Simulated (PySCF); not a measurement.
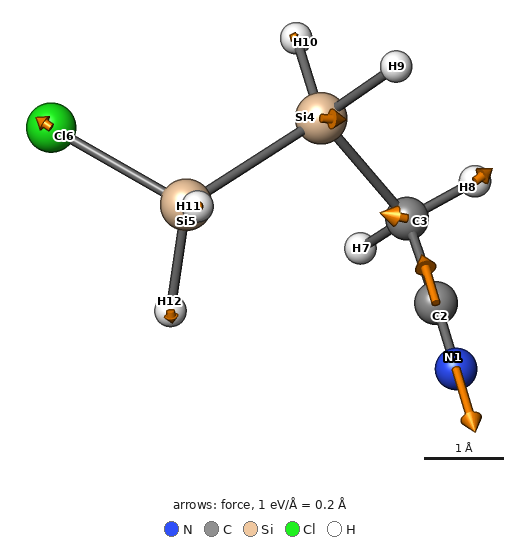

Starting geometry of C2H6ClNSi2 with the computed forces as orange arrows. The picture is a ball-and-stick view, seen at a tilt.

The start comes from GFN2-xTB. Its atoms were then displaced at random by about 0.01 Å.

The calculation used PBE0-D3(BJ)/def2-SVP geometry optimisation, gas phase in PySCF. 

### Is this structure relaxed? If not, where do the atoms go?

It isn't relaxed: the largest force vector, on N1, is 5.49 eV/Å. The final displacements have little in common with the starting forces (cosine between the two patterns 0.01). Cl6 moves most after the best rigid fit: 0.86 Å. Largest moves by element: Cl 0.86 Å, H 0.73 Å, N 0.33 Å, C 0.22 Å, Si 0.17 Å. Among the contacts that change: Si5–Cl6 2.021 → 2.079 Å, C3–Si4 1.973 → 1.917 Å, Si4–Si5 2.291 → 2.344 Å, Si5–H12 1.447 → 1.492 Å. Among the angles between lasting bonds that change: Si5–Si4–H10 118.6° → 110.4°, C3–Si4–H10 102.5° → 107.7°, Si5–Si4–H9 114.5° → 109.9°. Groups turn about Si4–Si5 by about 40°. After 23 geometry steps the energy has fallen by 8.30 kcal/mol. Cost: 2.8 min on 1 thread of Arm Neoverse V1, on a shared host.
